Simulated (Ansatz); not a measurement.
# C2HF2Ge (SMILES C#[C][Ge]([F])[F]): U-revPBE/6-31G(d) (spherical functions)

What is the vertical doublet–quartet gap of C2HF2Ge at U-revPBE/6-31G* (spherical functions)? 

The calculation is run with Ansatz 0.2.0.

69 further runs of the same task are left out: 69 set aside as unsound or not needed.

## 1. Starting point

C2HF2Ge has 6 atoms, charge 0, and is taken as a doublet. SMILES: `C#[C][Ge]([F])[F]`. The shape is that of a PBE0-D4/def2-TZVP optimisation.

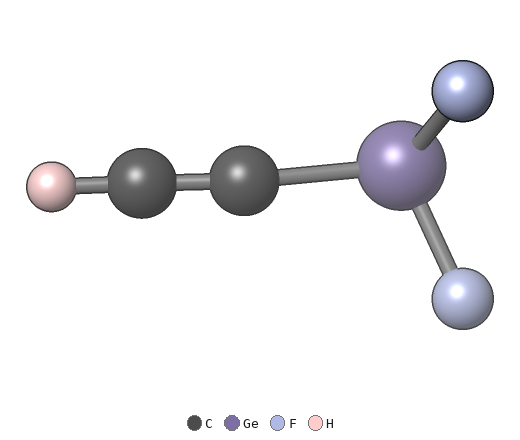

The structure, seen from a chosen angle (carbon dark grey, germanium purple, fluorine light blue, hydrogen pink).

## 2. The energy at U-revPBE/6-31G(d) (spherical functions)

The input, molecule.yaml:

```yaml
crystal:
  periodic: [false, false, false]
  atoms:
    - {symbol: C, position_ang: [-0.190100, 0.518400, 1.692900]}
    - {symbol: C, position_ang: [-0.131400, 0.204200, 0.530300]}
    - {symbol: Ge, position_ang: [-0.289600, -0.139700, -1.323100]}
    - {symbol: F, position_ang: [-0.276600, -1.850600, -1.565100]}
    - {symbol: F, position_ang: [1.142900, 0.424100, -2.108200]}
    - {symbol: H, position_ang: [-0.213200, 0.779700, 2.727000]}
basis:
  gaussian: {orbitals: 6-31G_st_-spherical.json}
magnetization: {spin_polarized: true, initial_magnetization: 1}
hamiltonian: {xc: {name: revPBE}}
accuracy: high
output: {orbitals: {seedname: orbitals}}
```

The basis set 6-31G* is read from a file made from the Basis Set Exchange's data (not shown).

Run with:

```sh
ansatz run molecule.yaml --threads 1 --pin off --max-ram 3480MiB --events-out events.jsonl --progress --plain --runs-dir runs
```

Standard output:

```text
Warning: RAYON_NUM_THREADS=1 ignored (pool sized by the plan → 1); use --threads N
Functional definition: revPBE
  name "revPBE"
  parameter kappa = 1.245
  parameter beta = 0.06672455060314922
  exchange = pbe_x(kappa = kappa, mu = beta*pi^2/3)
  correlation = pbe_c(beta = beta)
1871 factors; integrals over basis functions are off by at most 9.0e-9 eV
mean field evaluation 1: about -64018.4875 eV, gradient 4.3e1 eV
mean field evaluation 2: about -63991.6409 eV, gradient 8.4e1 eV
mean field evaluation 4: about -64025.2568 eV, gradient 1.4e1 eV
mean field evaluation 8: about -64026.2081 eV, gradient 3.7e-1 eV
mean field evaluation 16: about -64026.2054 eV, gradient 5.0e-4 eV
mean field -64026.20536491 eV, -2352.9196486397 hartree, gradient 8.5e-8 eV, S^2 0.751492; 0 other end points of the search recorded, 0 dependent functions left out
reference -64026.20536942 eV, -2352.9196488054 hartree; 32, 31 occupied and 58, 59 virtual orbitals, 1871 factors
Total energy: -64026.20536942 eV, -2352.9196488054 hartree
```

Wall time 11 s (1 thread of Arm Neoverse V2, shared host); peak memory 0.27 GiB.

## 3. The quartet, same level

The input, in.yaml:

```yaml
basis:
  gaussian:
    orbitals: 6-31G_st_-spherical.json
crystal:
  periodic: [false, false, false]
  atoms:
    - symbol: C
      position_ang: [-0.190100, 0.518400, 1.692900]
    - symbol: C
      position_ang: [-0.131400, 0.204200, 0.530300]
    - symbol: Ge
      position_ang: [-0.289600, -0.139700, -1.323100]
    - symbol: F
      position_ang: [-0.276600, -1.850600, -1.565100]
    - symbol: F
      position_ang: [1.142900, 0.424100, -2.108200]
    - symbol: H
      position_ang: [-0.213200, 0.779700, 2.727000]
total_charge: 0
magnetization:
  spin_polarized: true
  initial_magnetization: 3
hamiltonian:
  xc: {name: revPBE}
accuracy: high
output: {orbitals: {seedname: orbitals}}
```

The basis set 6-31G* is read from a file made from the Basis Set Exchange's data (not shown).

Run with:

```sh
ansatz run in.yaml --threads 1 --pin off --max-ram 3480MiB --events-out events.jsonl --progress --plain --runs-dir runs
```

Standard output:

```text
Warning: RAYON_NUM_THREADS=1 ignored (pool sized by the plan → 1); use --threads N
[... 6 set-up lines as earlier in the session ...]
1871 factors; integrals over basis functions are off by at most 9.0e-9 eV
mean field evaluation 1: about -64011.0118 eV, gradient 4.2e1 eV
mean field evaluation 2: about -63942.9948 eV, gradient 9.4e1 eV
mean field evaluation 4: about -64018.9533 eV, gradient 2.2e1 eV
mean field evaluation 8: about -64021.0746 eV, gradient 7.6e-1 eV
mean field evaluation 16: about -64021.0719 eV, gradient 1.5e-3 eV
mean field evaluation 32: about -64021.0719 eV, gradient 3.2e-7 eV
mean field evaluation 64: about -64020.6570 eV, gradient 1.0e0 eV
mean field -64021.07189411 eV, -2352.7309970674 hartree, gradient 4.2e-8 eV, S^2 3.756061; 6 other end points of the search recorded, 0 dependent functions left out
reference -64021.07189870 eV, -2352.7309972360 hartree; 33, 30 occupied and 57, 60 virtual orbitals, 1871 factors
Total energy: -64021.07189870 eV, -2352.7309972360 hartree
```

Wall time 24 s (1 thread of Arm Neoverse V2, shared host); peak memory 0.29 GiB.

## 4. Results

Level: U-revPBE/6-31G* (spherical functions).

```
                                        quantity           value
                           doublet: total energy  -2352.91965 Eh
     doublet: HOMO energy (highest over α and β)        -5.97 eV
      doublet: LUMO energy (lowest over α and β)        -4.59 eV
                                   doublet: ⟨S²⟩           0.751
                           quartet: total energy  -2352.73100 Eh
     quartet: HOMO energy (highest over α and β)        -2.70 eV
                                   quartet: ⟨S²⟩           3.756
vertical energy of the quartet above the doublet        5.133 eV
```

At this shape the quartet lies 5.13 eV (118 kcal/mol) above the doublet.
